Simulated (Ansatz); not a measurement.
# CH5BS: rotation by 120° about the C1–B2 bond, part 2 of 2

Aim: the minimum-energy path and barrier of the rotation by 120° about the C1–B2 bond. The ends are relaxed first, then joined by a nudged elastic band. SMILES of the start: CBS.

Ansatz 0.2.0; RKS PBE/6-31G. Earlier steps stand in the parts before.

**4. The band**

crystal.atoms is end A as relaxed above, and neb.final_atoms is end B, turned to lie on A. With 7 inner images the band has 9 in all.

Contents of input.yaml:

```yaml
crystal:
  periodic: [false, false, false]
  atoms:
    - { symbol: C, position_ang: [-0.63545, 0.86827, -0.272554] }
    - { symbol: B, position_ang: [0.338988, -0.35032, -0.17145] }
    - { symbol: S, position_ang: [0.580342, -1.190465, 1.444235] }
    - { symbol: H, position_ang: [-1.414457, 0.65936, -1.032766] }
    - { symbol: H, position_ang: [-0.084947, 1.752556, -0.651548] }
    - { symbol: H, position_ang: [-1.135344, 1.148288, 0.669488] }
    - { symbol: H, position_ang: [0.951881, -0.774449, -1.1154] }
    - { symbol: H, position_ang: [1.491186, -2.170341, 1.074295] }
basis:
  gaussian: { orbitals: "6-31G" }
hamiltonian:
  xc: pbe
neb:
  order_check: false
  images: 7
  f_tol: 0.05
  max_iterations: 60
  initial_path: idpp
  final_atoms:
    - { symbol: C, position_ang: [-0.58232337, 0.90054085, -0.28910431] }
    - { symbol: B, position_ang: [0.10382318, -0.49153645, -0.09873755] }
    - { symbol: S, position_ang: [1.38967937, -0.7041957, 1.19690136] }
    - { symbol: H, position_ang: [-0.44106016, 1.24555546, -1.33289781] }
    - { symbol: H, position_ang: [-0.23021869, 1.69379, 0.39100813] }
    - { symbol: H, position_ang: [-1.67833759, 0.7926321, -0.16165006] }
    - { symbol: H, position_ang: [-0.17262778, -1.45063579, -0.77065829] }
    - { symbol: H, position_ang: [1.70326403, -2.04325147, 1.00943852] }
```

On the command line:

```bash
$ ansatz run input.yaml --threads 1 --pin off --max-ram 2048MiB --backend cpu --events-out ev --progress --plain --runs-dir out
```

Standard output, cut to the lines that bear on the results:

```text
Warning: RAYON_NUM_THREADS=1 ignored (pool sized by the plan → 1); use --threads N
[...]
Functional definition: PBE
[...]
591 factors; integrals over basis functions are off by at most 2.0e-4 eV
[...]
mean field -12621.84542762 eV, -463.8442640710 hartree, gradient 1.4e-5 eV, S^2 0.000000; 0 other end points of the search recorded, 0 dependent functions left out
[...]
reference -12621.84545323 eV, -463.8442650120 hartree; 16, 16 occupied and 25, 25 virtual orbitals, 591 factors
591 factors; integrals over basis functions are off by at most 2.1e-4 eV
[...]
mean field -12621.84540369 eV, -463.8442631916 hartree, gradient 1.5e-5 eV, S^2 0.000000; 0 other end points of the search recorded, 0 dependent functions left out
[...]
reference -12621.84542906 eV, -463.8442641238 hartree; 16, 16 occupied and 25, 25 virtual orbitals, 591 factors
[...]
reference -12621.82498821 eV, -463.8435129363 hartree; 16, 16 occupied and 25, 25 virtual orbitals, 591 factors
NEB iter   1: max|band force component| = 7.531e-1 eV/Å  barrier→ = 0.1013 eV  barrier← = 0.1013 eV  Δτ_max = 0.0764 Å  (198 SCF iters)
[...]
NEB iter   2: max|band force component| = 2.701e-1 eV/Å  barrier→ = 0.0506 eV  barrier← = 0.0506 eV  CI = image 4  Δτ_max = 0.0369 Å  (153 SCF iters)
[...]
591 factors; integrals over basis functions are off by at most 2.1e-4 eV
mean field -12621.83960292 eV, -463.8440500172 hartree, gradient 4.9e-5 eV, S^2 0.000000; 0 other end points of the search recorded, 0 dependent functions left out
[...]
reference -12621.83962838 eV, -463.8440509526 hartree; 16, 16 occupied and 25, 25 virtual orbitals, 591 factors
[...]
591 factors; integrals over basis functions are off by at most 2.1e-4 eV
mean field -12621.82490462 eV, -463.8435098647 hartree, gradient 4.3e-5 eV, S^2 0.000000; 0 other end points of the search recorded, 0 dependent functions left out
[...]
```

**5. The output, continued: band between the two ends**

The log, continued, cut to the lines that bear on the results:

```text
reference -12621.82492986 eV, -463.8435107920 hartree; 16, 16 occupied and 25, 25 virtual orbitals, 591 factors
[...]
591 factors; integrals over basis functions are off by at most 2.2e-4 eV
mean field -12621.80820760 eV, -463.8428962604 hartree, gradient 4.9e-5 eV, S^2 0.000000; 0 other end points of the search recorded, 0 dependent functions left out
[...]
reference -12621.80823263 eV, -463.8428971802 hartree; 16, 16 occupied and 25, 25 virtual orbitals, 591 factors
[...]
591 factors; integrals over basis functions are off by at most 2.2e-4 eV
mean field -12621.80066303 eV, -463.8426190025 hartree, gradient 4.8e-5 eV, S^2 0.000000; 0 other end points of the search recorded, 0 dependent functions left out
[...]
reference -12621.80068830 eV, -463.8426199312 hartree; 16, 16 occupied and 25, 25 virtual orbitals, 591 factors
[...]
Total energy: -12621.80114623 eV, -463.8426367600 hartree
Atom 0 at    -0.759803     0.768129    -0.275728 Å, force     0.014375    -0.002720     0.017496 eV/Å
Atom 1 at     0.234539    -0.442016    -0.180119 Å, force    -0.022590     0.007468    -0.021490 eV/Å
Atom 2 at     1.313882    -0.595777     1.302910 Å, force     0.007851    -0.001372     0.009539 eV/Å
Atom 3 at    -1.350360     0.751949    -1.205608 Å, force    -0.003387     0.001533    -0.003383 eV/Å
Atom 4 at    -0.220720     1.734461    -0.227714 Å, force    -0.000291    -0.000355    -0.005301 eV/Å
Atom 5 at    -1.464355     0.776416     0.578822 Å, force    -0.002780    -0.002832    -0.003604 eV/Å
Atom 6 at     0.342343    -1.292242    -1.023593 Å, force     0.007646    -0.001200     0.008718 eV/Å
Atom 7 at     1.996674    -1.758021     0.975331 Å, force    -0.000823    -0.000522    -0.001977 eV/Å
Dipole moment:    -0.050762    -0.068145    -0.159377 e Å
this run last wrote the band of iteration 4 to <dir>
```

It took 37 s on 1 thread of Arm Neoverse V2, shared host; peak memory 0.089 GiB.

**6. What the band shows**

Images 0 and 8 are the ends. Energies count from image 0; the path length is the program's own measure over all atoms.

| image | path (Å) | energy (eV) | dihedral H5–C1–B2–S3 (°) | band force (eV/Å) |
| --- | --- | --- | --- | --- |
| 0 | 0.000 | 0.0000 | 122 | - |
| 1 | 0.342 | 0.0056 | 106 | 0.034 |
| 2 | 0.683 | 0.0201 | 90 | 0.046 |
| 3 | 1.025 | 0.0367 | 74 | 0.028 |
| 4* | 1.366 | 0.0443 | 59 | 0.023 |
| 5 | 1.708 | 0.0368 | 43 | 0.040 |
| 6 | 2.049 | 0.0201 | 29 | 0.044 |
| 7 | 2.390 | 0.0056 | 14 | 0.043 |
| 8 | 2.732 | 0.0000 | 0 | - |

The star marks the climbing image.

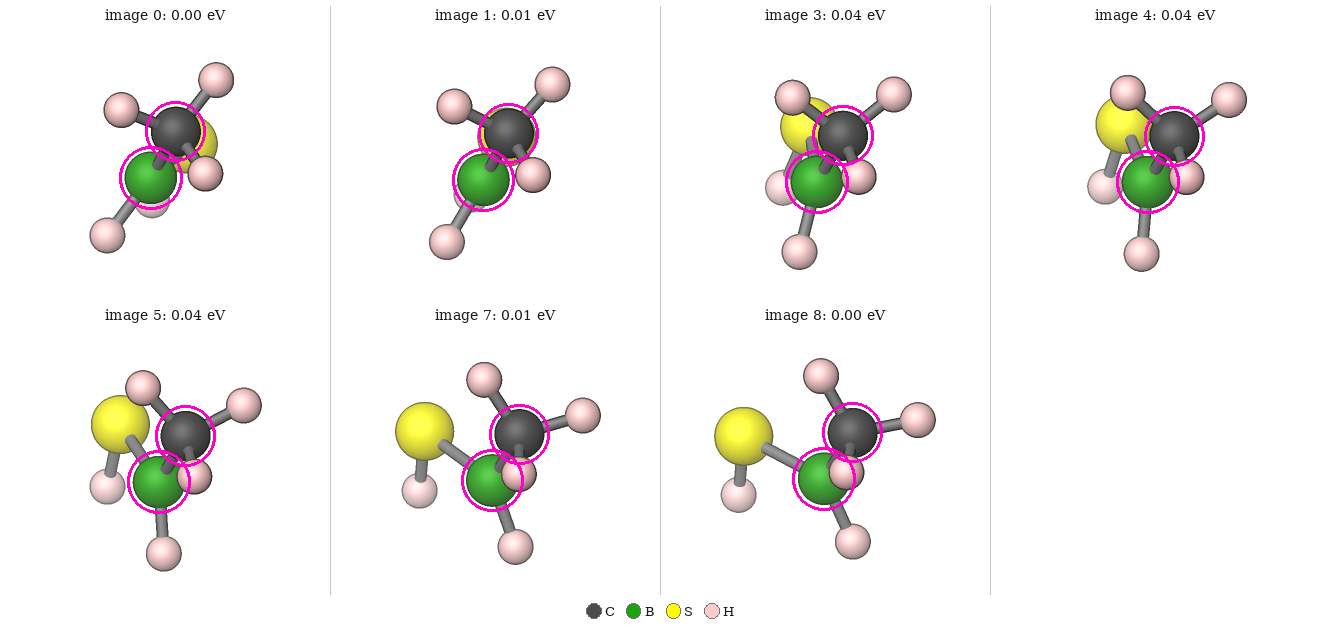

The images of the last band, seen from a free direction. Ringed: C1, B2. Sticks join atoms closer than a bonding distance in each image.

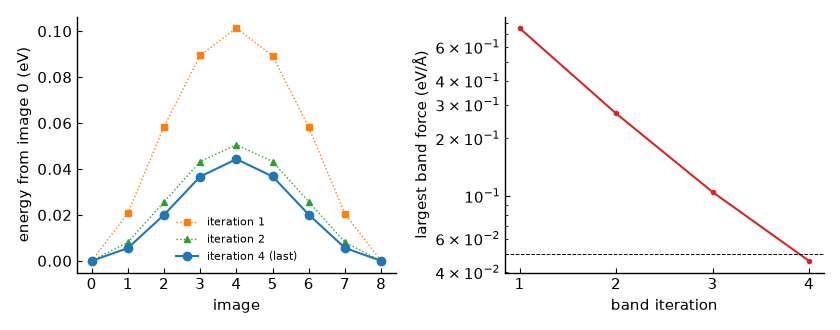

Left: energy of each image for early iterations and the last one (lines only join the points; early values far above the last band run off the scale). Right: the largest band force by iteration, with the threshold dashed.

How the highest energy settled:

| iteration | highest image above image 0 (eV) | largest band force (eV/Å) |
| --- | --- | --- |
| 1 | 0.1013 | 0.753 |
| 2 | 0.0506 | 0.270 |
| 3 | 0.0448 | 0.105 |
| 4 | 0.0443 | 0.046 |

The band as a trajectory file:

```xyz
8
image=0 dE=0.0000
C    -0.635    0.868   -0.273
B     0.339   -0.350   -0.171
S     0.580   -1.190    1.444
H    -1.414    0.659   -1.033
H    -0.085    1.753   -0.652
H    -1.135    1.148    0.669
H     0.952   -0.774   -1.115
H     1.491   -2.170    1.074
8
image=1 dE=0.0056
C    -0.681    0.833   -0.278
B     0.297   -0.385   -0.184
S     0.757   -1.053    1.465
H    -1.410    0.691   -1.097
H    -0.094    1.735   -0.551
H    -1.227    1.062    0.653
H     0.802   -0.893   -1.150
H     1.648   -2.047    1.087
8
image=2 dE=0.0201
C    -0.717    0.803   -0.282
B     0.266   -0.413   -0.188
S     0.940   -0.900    1.452
H    -1.396    0.715   -1.147
H    -0.121    1.726   -0.445
H    -1.314    0.972    0.632
H     0.649   -1.029   -1.147
H     1.785   -1.931    1.069
8
image=3 dE=0.0367
C    -0.742    0.782   -0.282
B     0.248   -0.431   -0.186
S     1.128   -0.743    1.399
H    -1.375    0.733   -1.182
H    -0.166    1.729   -0.337
H    -1.394    0.876    0.607
H     0.495   -1.167   -1.104
H     1.899   -1.836    1.029
8
image=4 dE=0.0443
C    -0.760    0.768   -0.276
B     0.235   -0.442   -0.180
S     1.314   -0.596    1.303
H    -1.350    0.752   -1.206
H    -0.221    1.734   -0.228
H    -1.464    0.776    0.579
H     0.342   -1.292   -1.024
H     1.997   -1.758    0.975
8
image=5 dE=0.0368
C    -0.774    0.758   -0.261
B     0.222   -0.450   -0.170
S     1.488   -0.466    1.166
H    -1.321    0.775   -1.218
H    -0.279    1.735   -0.117
H    -1.530    0.678    0.548
H     0.196   -1.397   -0.910
H     2.090   -1.688    0.905
8
image=6 dE=0.0201
C    -0.790    0.747   -0.235
B     0.207   -0.458   -0.151
S     1.640   -0.360    0.999
H    -1.285    0.801   -1.219
H    -0.335    1.726   -0.003
H    -1.597    0.588    0.512
H     0.064   -1.480   -0.768
H     2.188   -1.621    0.809
8
image=7 dE=0.0056
C    -0.810    0.733   -0.195
B     0.188   -0.469   -0.114
S     1.764   -0.276    0.813
H    -1.235    0.826   -1.211
H    -0.390    1.707    0.110
H    -1.672    0.519    0.472
H    -0.041   -1.543   -0.604
H     2.287   -1.554    0.674
8
image=8 dE=0.0000
C    -0.842    0.708   -0.139
B     0.175   -0.478   -0.064
S     1.861   -0.191    0.611
H    -1.184    0.839   -1.185
H    -0.462    1.675    0.228
H    -1.753    0.449    0.437
H    -0.094   -1.591   -0.433
H     2.390   -1.468    0.489
```

**7. Vibrations at the top**

The geometry is the highest inner image of the first converged band.

Contents of input.yaml:

```yaml
crystal:
  periodic: [false, false, false]
  atoms:
    - { symbol: C, position_ang: [-0.759803, 0.768129, -0.275728] }
    - { symbol: B, position_ang: [0.234539, -0.442016, -0.180119] }
    - { symbol: S, position_ang: [1.313882, -0.595777, 1.30291] }
    - { symbol: H, position_ang: [-1.35036, 0.751949, -1.205608] }
    - { symbol: H, position_ang: [-0.22072, 1.734461, -0.227714] }
    - { symbol: H, position_ang: [-1.464355, 0.776416, 0.578822] }
    - { symbol: H, position_ang: [0.342343, -1.292242, -1.023593] }
    - { symbol: H, position_ang: [1.996674, -1.758021, 0.975331] }
basis:
  gaussian: { orbitals: "6-31G" }
hamiltonian:
  xc: pbe
phonons: {}
```

On the command line:

```bash
$ ansatz run input.yaml --threads 1 --pin off --max-ram 2048MiB --backend cpu --events-out ev --progress --plain --runs-dir out
```

Standard output, cut to the lines that bear on the results:

```text
Warning: RAYON_NUM_THREADS=1 ignored (pool sized by the plan → 1); use --threads N
[...]
[... 1 set-up line as earlier in the session ...]
[...]
591 factors; integrals over basis functions are off by at most 2.1e-4 eV
[...]
mean field -12621.80112299 eV, -463.8426359059 hartree, gradient 1.5e-5 eV, S^2 0.000000; 0 other end points of the search recorded, 0 dependent functions left out
[...]
reference -12621.80114818 eV, -463.8426368315 hartree; 16, 16 occupied and 25, 25 virtual orbitals, 591 factors
[...]
591 factors; integrals over basis functions are off by at most 2.1e-4 eV
[...]
mean field -12621.80101719 eV, -463.8426320179 hartree, gradient 1.0e-6 eV, S^2 0.000000; 0 other end points of the search recorded, 0 dependent functions left out
[...]
reference -12621.80104238 eV, -463.8426329434 hartree; 16, 16 occupied and 25, 25 virtual orbitals, 591 factors
[...]
591 factors; integrals over basis functions are off by at most 2.1e-4 eV
[...]
WARN: phonons: modes at or below zero, which the zero-point energy, F, S and C_V leave out: 1, the lowest at -155.49 cm⁻¹. A minimum has none, and a first-order saddle one
[...]
Total energy: -12621.80114818 eV, -463.8426368315 hartree
Atom 0 at    -0.759803     0.768129    -0.275728 Å, force     0.014481    -0.002726     0.017531 eV/Å
Atom 1 at     0.234539    -0.442016    -0.180119 Å, force    -0.022598     0.007406    -0.021467 eV/Å
Atom 2 at     1.313882    -0.595777     1.302910 Å, force     0.007794    -0.001337     0.009500 eV/Å
Atom 3 at    -1.350360     0.751949    -1.205608 Å, force    -0.003395     0.001524    -0.003375 eV/Å
Atom 4 at    -0.220720     1.734461    -0.227714 Å, force    -0.000274    -0.000358    -0.005319 eV/Å
Atom 5 at    -1.464355     0.776416     0.578822 Å, force    -0.002827    -0.002838    -0.003599 eV/Å
Atom 6 at     0.342343    -1.292242    -1.023593 Å, force     0.007631    -0.001162     0.008712 eV/Å
Atom 7 at     1.996674    -1.758021     0.975331 Å, force    -0.000813    -0.000509    -0.001983 eV/Å
Dipole moment:    -0.050761    -0.068146    -0.159377 e Å
Vibrations: -155.49 289.42 422.10 659.31 669.08 762.34 937.62 946.54 1000.85 1164.23 1349.36 1461.84 1469.23 2461.07 2612.27 2969.91 3035.55 3084.58 cm⁻¹, zero-point energy 1.568108 eV
```

Wall time 39 s (1 thread of Arm Neoverse V2, shared host); peak memory 0.087 GiB.

Of 18 modes, 1 is imaginary by more than 30 cm⁻¹ (155i cm⁻¹).

**8. The band again, with other settings**

crystal.atoms is end A as relaxed above, and neb.final_atoms is end B, turned to lie on A. With 7 inner images the band has 9 in all.

Contents of input.yaml:

```yaml
crystal:
  periodic: [false, false, false]
  atoms:
    - { symbol: C, position_ang: [-0.63545, 0.86827, -0.272554] }
    - { symbol: B, position_ang: [0.338988, -0.35032, -0.17145] }
    - { symbol: S, position_ang: [0.580342, -1.190465, 1.444235] }
    - { symbol: H, position_ang: [-1.414457, 0.65936, -1.032766] }
    - { symbol: H, position_ang: [-0.084947, 1.752556, -0.651548] }
    - { symbol: H, position_ang: [-1.135344, 1.148288, 0.669488] }
    - { symbol: H, position_ang: [0.951881, -0.774449, -1.1154] }
    - { symbol: H, position_ang: [1.491186, -2.170341, 1.074295] }
basis:
  gaussian: { orbitals: "6-31G" }
hamiltonian:
  xc: pbe
neb:
  order_check: false
  images: 7
  f_tol: 0.05
  max_iterations: 60
  initial_path: linear
  final_atoms:
    - { symbol: C, position_ang: [-0.58232337, 0.90054085, -0.28910431] }
    - { symbol: B, position_ang: [0.10382318, -0.49153645, -0.09873755] }
    - { symbol: S, position_ang: [1.38967937, -0.7041957, 1.19690136] }
    - { symbol: H, position_ang: [-0.44106016, 1.24555546, -1.33289781] }
    - { symbol: H, position_ang: [-0.23021869, 1.69379, 0.39100813] }
    - { symbol: H, position_ang: [-1.67833759, 0.7926321, -0.16165006] }
    - { symbol: H, position_ang: [-0.17262778, -1.45063579, -0.77065829] }
    - { symbol: H, position_ang: [1.70326403, -2.04325147, 1.00943852] }
```

On the command line:

```bash
$ ansatz run input.yaml --threads 1 --pin off --max-ram 2048MiB --backend cpu --events-out ev --progress --plain --runs-dir out
```

Standard output, cut to the lines that bear on the results:

```text
Warning: RAYON_NUM_THREADS=1 ignored (pool sized by the plan → 1); use --threads N
[...]
[... 1 set-up line as earlier in the session ...]
[...]
591 factors; integrals over basis functions are off by at most 2.0e-4 eV
[...]
mean field -12621.84542762 eV, -463.8442640710 hartree, gradient 1.4e-5 eV, S^2 0.000000; 0 other end points of the search recorded, 0 dependent functions left out
[...]
reference -12621.84545323 eV, -463.8442650120 hartree; 16, 16 occupied and 25, 25 virtual orbitals, 591 factors
591 factors; integrals over basis functions are off by at most 2.1e-4 eV
[...]
mean field -12621.84540369 eV, -463.8442631916 hartree, gradient 1.5e-5 eV, S^2 0.000000; 0 other end points of the search recorded, 0 dependent functions left out
[...]
reference -12621.84542906 eV, -463.8442641238 hartree; 16, 16 occupied and 25, 25 virtual orbitals, 591 factors
[...]
NEB iter   6: max|band force component| = 1.401e-2 eV/Å  barrier→ = 0.0443 eV  barrier← = 0.0443 eV  CI = image 4  Δτ_max = 0.0000 Å  (285 SCF iters)
Total energy: -12621.80117523 eV, -463.8426378257 hartree
Atom 0 at    -0.763269     0.770780    -0.257639 Å, force     0.001381    -0.002380    -0.001022 eV/Å
Atom 1 at     0.232248    -0.439840    -0.187713 Å, force    -0.006539     0.004798    -0.001705 eV/Å
Atom 2 at     1.329876    -0.609194     1.281196 Å, force     0.001061    -0.002971    -0.002068 eV/Å
Atom 3 at    -1.365309     0.764280    -1.180679 Å, force     0.001833     0.001483     0.004488 eV/Å
Atom 4 at    -0.223797     1.736842    -0.206810 Å, force    -0.003020    -0.003343    -0.000136 eV/Å
Atom 5 at    -1.458000     0.769141     0.605057 Å, force     0.003093     0.000621    -0.003962 eV/Å
Atom 6 at     0.332049    -1.281565    -1.040509 Å, force     0.002338     0.000773     0.003676 eV/Å
Atom 7 at     2.008401    -1.767544     0.931397 Å, force    -0.000145     0.001018     0.000729 eV/Å
Dipole moment:    -0.053387    -0.066100    -0.160291 e Å
this run last wrote the band of iteration 6 to <dir>
```

Wall time 51 s (1 thread of Arm Neoverse V2, shared host); peak memory 0.089 GiB.

**9. Images and barrier**

Images 0 and 8 are the ends. Energies count from image 0; the path length is the program's own measure over all atoms.

| image | path (Å) | energy (eV) | dihedral H5–C1–B2–S3 (°) | band force (eV/Å) |
| --- | --- | --- | --- | --- |
| 0 | 0.000 | 0.0000 | 122 | - |
| 1 | 0.341 | 0.0054 | 106 | 0.009 |
| 2 | 0.682 | 0.0199 | 90 | 0.011 |
| 3 | 1.023 | 0.0367 | 74 | 0.013 |
| 4* | 1.364 | 0.0443 | 59 | 0.007 |
| 5 | 1.705 | 0.0368 | 43 | 0.013 |
| 6 | 2.045 | 0.0200 | 28 | 0.014 |
| 7 | 2.386 | 0.0055 | 14 | 0.012 |
| 8 | 2.727 | 0.0000 | 0 | - |

The star marks the climbing image.

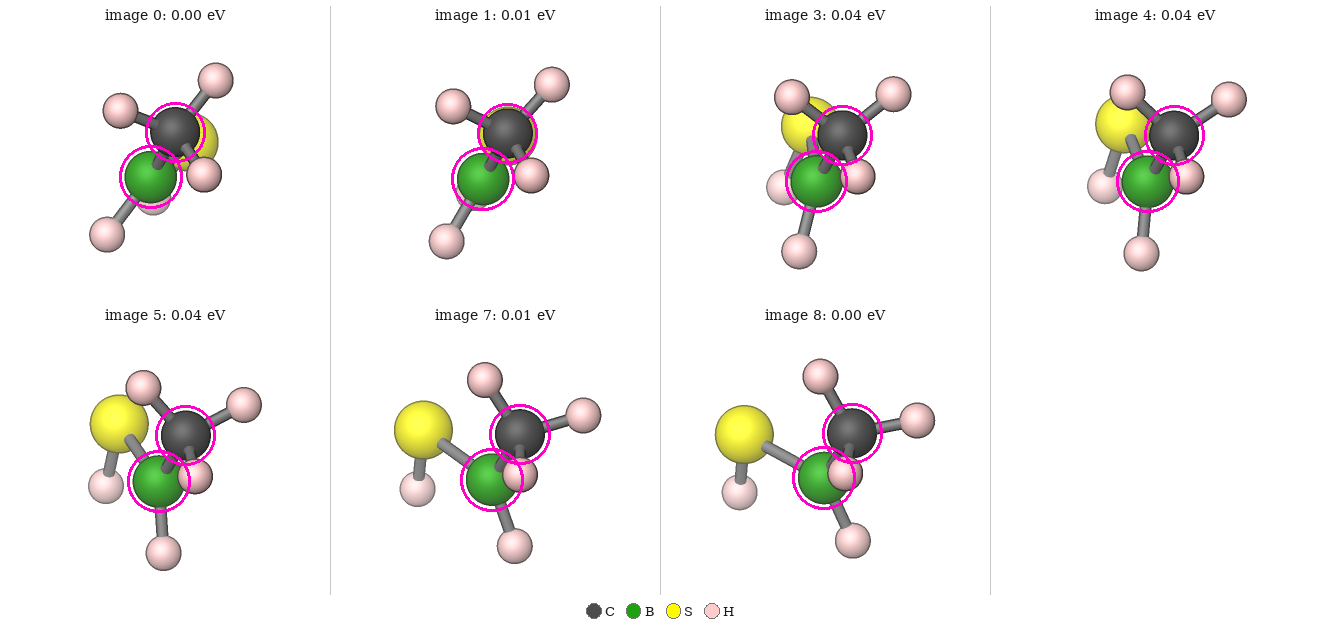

The images of the last band, seen from a free direction. Ringed: C1, B2. Sticks join atoms closer than a bonding distance in each image.

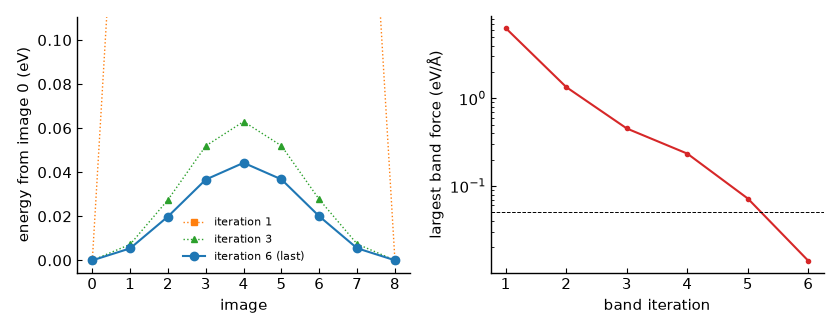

Left: energy of each image for early iterations and the last one (lines only join the points; early values far above the last band run off the scale). Right: the largest band force by iteration, with the threshold dashed.

**10. Outcome**

The summary covers parts 1 to 2.

```
                                quantity                                                     value
                                   end A                                  13 moves, 0.992 eV lower
                                   end B                                  14 moves, 0.969 eV lower
            first band: barrier forwards                                                  0.044 eV
           first band: barrier backwards                                                  0.044 eV
first band: second end relative to first                                                  0.000 eV
               first band: highest image                                     4 of 0 to 8, climbing
             first band: band iterations                                                         4
              imaginary modes at the top                                                 155i cm⁻¹
                             second band  top 0.044 eV above image 0, 6 iterations, 7 inner images
             time, first and second band                                             37 s and 51 s
```

In words: In the first band: the top lies 0.044 eV above the first end, or 1.7 kT at room temperature. The two ends lie within 1 meV of each other. The listed dihedral goes from 122° at end A through 59° at the highest image to 0° at end B. One imaginary mode, as a first-order saddle point has. The second band's top agrees with the first's to 1 meV, so the changed settings hardly move the height. Zero-point energy and entropy are left out. The basis is very small, so the numbers are rough.
